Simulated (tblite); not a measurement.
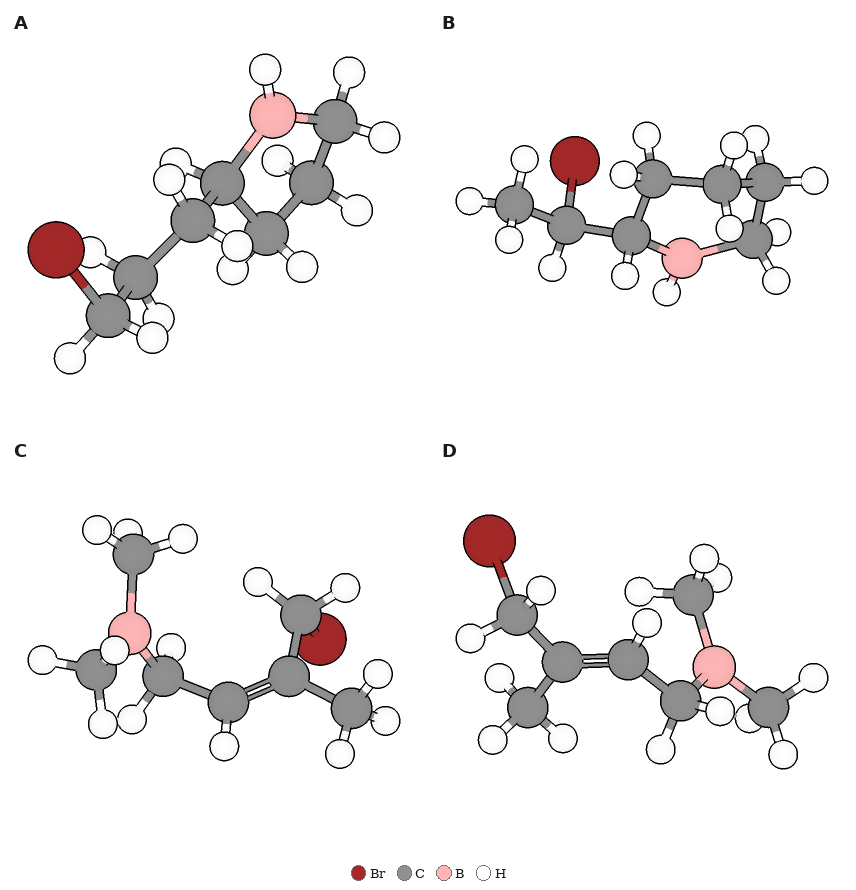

Figure made from data computed with tblite.

```xyz
23
charge 0, multiplicity 1
C    -2.4298   -1.5487   -0.0774
B    -1.7370   -0.1407   -0.2028
C    -2.1633    1.0347    0.7576
C    -0.5534    0.0713   -1.2490
C     0.6619   -0.5907   -0.6715
C     1.6501   -0.0052    0.0032
C     2.8490   -0.7625    0.4935
C     1.6896    1.4572    0.2759
Br    2.6821    2.4205   -1.1525
H    -3.4698   -1.4723   -0.3963
H    -1.9682   -2.3336   -0.6715
H    -2.4662   -1.8882    0.9570
H    -1.4560    1.0808    1.5880
H    -3.1482    0.9015    1.1989
H    -2.1391    2.0129    0.2803
H    -0.7784   -0.4248   -2.1951
H    -0.3500    1.1183   -1.4707
H     0.7036   -1.6634   -0.8054
H     3.7578   -0.3457    0.0572
H     2.9339   -0.6840    1.5782
H     2.7854   -1.8132    0.2247
H     0.7060    1.9172    0.2978
H     2.2353    1.6854    1.1898
```

> Which picture belongs to the input above?

C. The file holds C7H14BBr, `CB(C)C/C=C(/C)CBr`.
